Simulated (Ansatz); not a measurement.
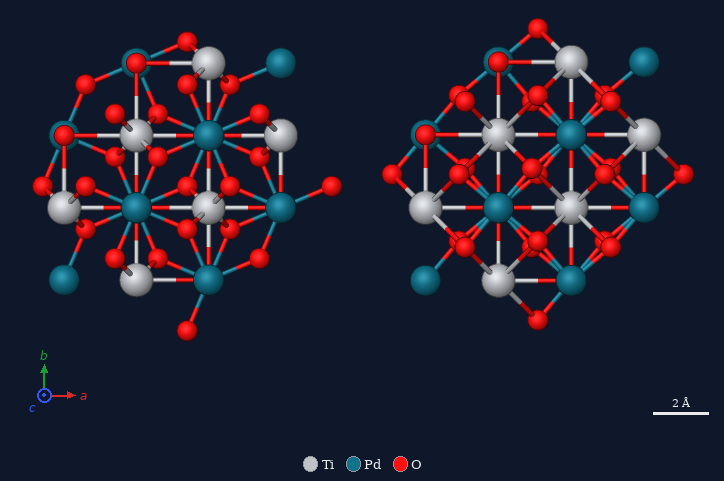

Two geometries of a crystal of TiPdO3 (built on the SrTiO3-140 type type), drawn at one scale. One is the start of a relaxation, the other its converged end. Style: ball-and-stick. Shown: the atoms within 5.8 Å of the atom that moves most (axes of the conventional cell (2 times the calculation's cell)), along the c axis. Lengths and directions refer to the drawn axes.

Method: DFT, PBEsol, plane waves, PAW (Ansatz). Set-up: plane-wave cutoff 420 eV; k-point mesh 6 × 6 × 6; occupations fermi dirac; smearing width 0.03 eV; no spin polarisation; cell and atoms relaxed; force threshold 0.01 eV/Å; at most 120 steps.

Q: Which geometry has the lower energy?

A: The left one is the relaxed one. The largest moves relative to the cell, 0.61 Å, are those of O atoms. Ti and Pd stay in place. The drawn cell changes as follows: a = b 5.374 → 5.327 Å (−0.9 %), c 7.634 → 7.643 Å (+0.1 %); the volume changes by −1.6 %. Near-neighbour distances that change, for instance: O–Ti 2.808 → 3.267 Å, O–Ti 2.583 → 2.213 Å, O–Pd 1.907 → 2.034 Å, O–Ti 2.687 → 2.664 Å. Bond angles that change, for instance: Pd–O–Pd 170.4° → 135.7°, Ti–O–Ti 95.3° → 119.4°, Ti–O–Pd 93.2° → 101.0°. The space group stays I4/mcm (No. 140). Over 8 accepted moves (10 points after the start) the energy falls by 479 meV per atom. Largest force component: 1 eV/Å at the start, under 0.0001 eV/Å at the end. Pressure: 7.22 GPa at the start and −0.01 GPa at the end. At 2 points the geometry stayed and the basis and grid were re-selected for the new cell (energy shift of 0.7 meV per atom at most each time). The run took 27 s on 4 threads of Arm Neoverse V2, with other jobs on the host, peak memory 0.58 GiB.
